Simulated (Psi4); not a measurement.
Predicting a hybrid from its neighbours: SeO2 (selenium dioxide)

SeO2 has 3 atoms, charge 0, and is taken as a singlet. As SMILES, `O=[Se]=O`. The shape is that of a PBE0-D4/def2-TZVP optimisation.

The dipole moment y, in D, basis def2-TZVPP; a is the functional's share of exact exchange. Programs: Psi4 1.11.

| functional | program | a | y (D) |
| --- | --- | --- | --- |
| revPBE | Psi4 | 0 | 2.55 |
| PBE | Psi4 | 0 | 2.58 |
| B3LYP | Psi4 | 0.2 | 2.84 |
| PBE0 | Psi4 | 0.25 | ? |
| BHLYP | Psi4 | 0.5 | 3.09 |

Q: Fit y = c + s·a to the known rows and predict PBE0.

A: 
1. Means of the 4 rows: a = 0.1750, y = 2.765.
2. Σ(Δa)² = 0.1675, Σ(Δa·Δy) = 0.1775, so the slope is 0.1775/0.1675 = 1.0597.
3. Intercept: 2.765 − (1.0597) × 0.1750 = 2.580. The largest residual of the fit is 0.049.
4. PBE0: 2.580 + (1.0597) × 0.25 = 2.84 D.

The run gave 2.80 D, so the prediction is off by +0.04 D, within the largest residual. More exact exchange makes the molecule more polar here. The measured value is 2.62 D (NIST CCCBDB).

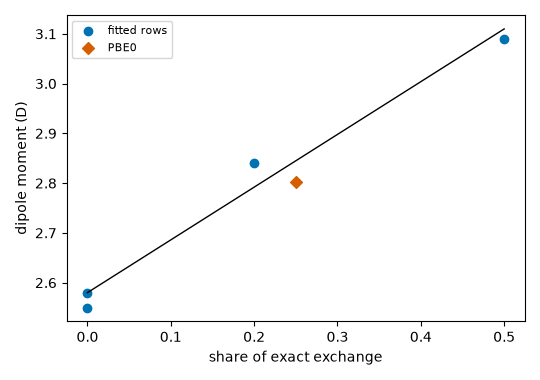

The fitted line, with the withheld row.
